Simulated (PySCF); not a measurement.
**Excited-state calculation, with input and output: BSi2H7O4**

BSi2H7O4, SMILES OB(O)O[SiH2]O[SiH3], computed with TDDFT CAM-B3LYP/def2-SVPD, vertical, gas phase, core orbitals frozen in the response (PySCF 2.14.0).

The geometry comes from this level: PBE0-D3(BJ)/def2-SVP.

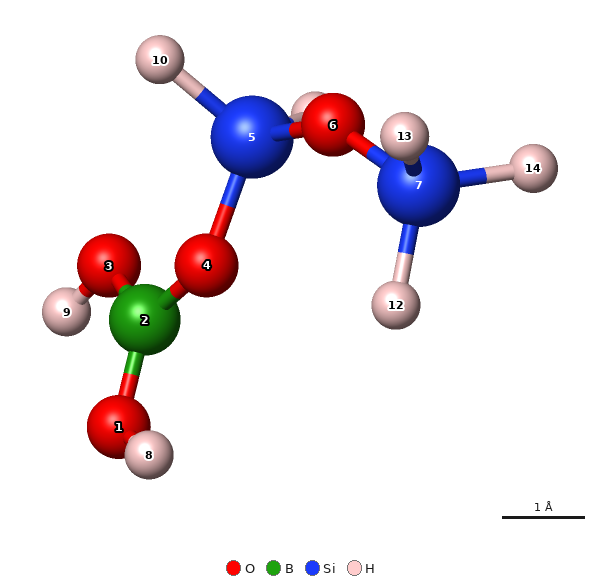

The structure as given in the input (ball-and-stick view, seen at a tilt; atoms are numbered from 1 in the order of the input).

Summary

| quantity | value |
| --- | --- |
| outcome | converged |
| total energy | −908.734262 hartree |
| HOMO | −9.94 eV |
| LUMO | 0.40 eV |
| dipole moment | 0.99 D |
| mean polarisability | 78.38 a.u. |
| vertical ionisation energy | 10.77 eV |
| lowest singlet excitation | 7.50 eV |
| hardware | 1 CPU thread, shared host |
| wall time | 5 min |
| peak memory | 1.2 GiB |

Input file
```
{"job": {"kind": "uv", "xc": "CAM-B3LYP", "basis": "def2-SVPD", "nstates": 6, "ntriplets": 2, "ip": true}, "charge": 0, "multiplicity": 1}
O      2.596336    -0.225076    -1.689447
B      2.080656    -0.201532    -0.428247
O      2.883943    -0.456446     0.641754
O      0.758555     0.077492    -0.220827
Si    -0.121319     0.125854     1.194581
O     -1.695193     0.357213     0.770272
Si    -2.879267     0.129804    -0.367030
H      1.921971    -0.027973    -2.346795
H      3.790344    -0.639394     0.376395
H      0.307026     1.277914     2.028005
H      0.015460    -1.167800     1.915900
H     -2.278139    -0.037215    -1.724396
H     -3.778490     1.318409    -0.366640
H     -3.673637    -1.089405    -0.033077
```

The first line tells a small driver script what to run in PySCF; the rest is the geometry in Å.

Launched with:
```bash
OMP_NUM_THREADS=1 python <driver script> task.json out
```

Log
```
coarse grid: 13024 points
cycle   1  E = -908.3197259309  dE =  8.219e-01  |g| = 1.194e+00  |ddm| = 5.736e+00
cycle   2  E = -908.1773986844  dE =  1.423e-01  |g| = 1.511e+00  |ddm| = 3.639e+00
cycle   3  E = -908.5850432041  dE = -4.076e-01  |g| = 1.036e-01  |ddm| = 1.748e+00
cycle   4  E = -908.5864458433  dE = -1.403e-03  |g| = 6.346e-02  |ddm| = 2.247e-01
cycle   5  E = -908.5871761543  dE = -7.303e-04  |g| = 8.125e-03  |ddm| = 6.425e-02
cycle   6  E = -908.5871894240  dE = -1.327e-05  |g| = 2.001e-03  |ddm| = 2.997e-02
cycle   7  E = -908.5871900295  dE = -6.054e-07  |g| = 1.146e-03  |ddm| = 3.406e-03
final grid: 117496 points
cycle   8  E = -908.7342600464  dE = -2.877e-05  |g| = 2.745e-03  |ddm| = 6.012e-02
cycle   9  E = -908.7342595491  dE =  4.973e-07  |g| = 3.353e-03  |ddm| = 6.335e-03
cycle  10  E = -908.7342614939  dE = -1.945e-06  |g| = 2.340e-04  |ddm| = 3.008e-03
cycle  11  E = -908.7342615020  dE = -8.183e-09  |g| = 1.748e-04  |ddm| = 6.316e-04
cycle  12  E = -908.7342615076  dE = -5.537e-09  |g| = 2.533e-05  |ddm| = 1.967e-04
cycle  13  E = -908.7342615077  dE = -1.603e-10  |g| = 8.376e-06  |ddm| = 6.489e-05
```

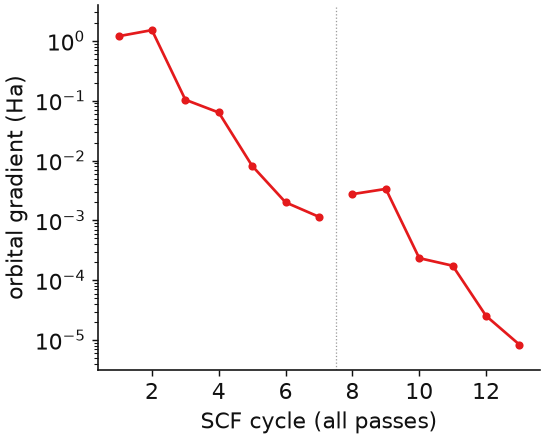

Convergence of the self-consistent field: orbital gradient against the SCF cycle. The dotted line marks the change from a coarse to the final integration grid. The first 7 cycles use a coarse grid, the final grid takes over at cycle 8, and the field converges after 13 cycles in all.

```
converged SCF energy = -908.7342615077

Static polarisability (au): isotropic 78.379, principal 67.891 77.674 89.572

Singlet excitations
state   eV       nm        f      main configurations
  1   7.4961    165.4   0.00452   H->L+1 0.79
  2   7.7755    159.5   0.01456   H->L 0.57, H->L+4 0.12, H-2->L 0.12
  3   7.8696    157.5   0.00279   H-1->L+1 0.83
  4   8.2018    151.2   0.00067   H-3->L 0.81
  5   8.3385    148.7   0.03616   H-2->L+1 0.42, H->L+2 0.12, H->L+3 0.10
  6   8.4760    146.3   0.01391   H-2->L 0.35, H->L+2 0.14, H-1->L 0.10

Triplet excitations (Tamm-Dancoff, eV): 7.1433 7.4526
Vertical ionisation energy (delta-SCF) = 10.7736 eV
```

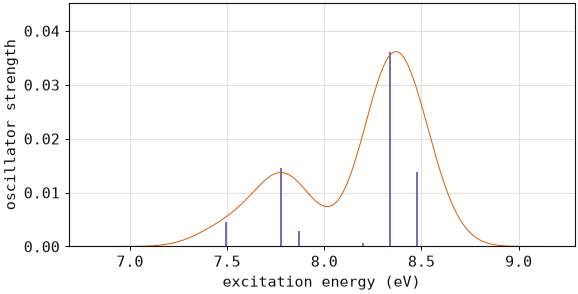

Computed excitations as sticks (degenerate states added up, dark ones marked on the axis), with a Gaussian envelope of 0.35 eV full width at half maximum, scaled to the tallest. Of the 6 states the lowest lies at 7.50 eV (f = 0.005); the strongest line is at 8.34 eV, or 149 nm (f = 0.036).

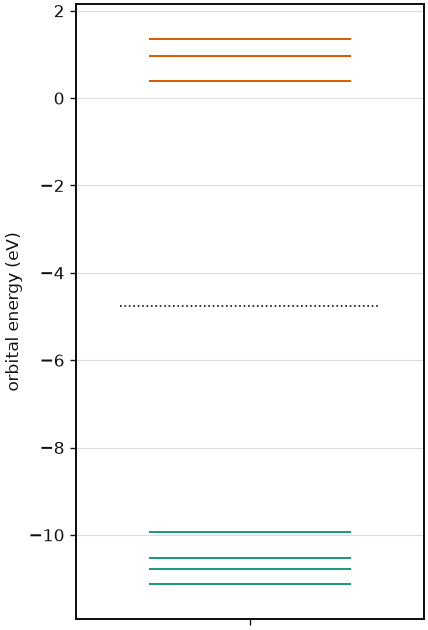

Orbital energies near the frontier; the dotted line parts filled from empty levels, and levels within 0.02 eV of each other stand side by side. Highest filled −9.94 eV, lowest empty 0.40 eV, 10.34 eV apart.
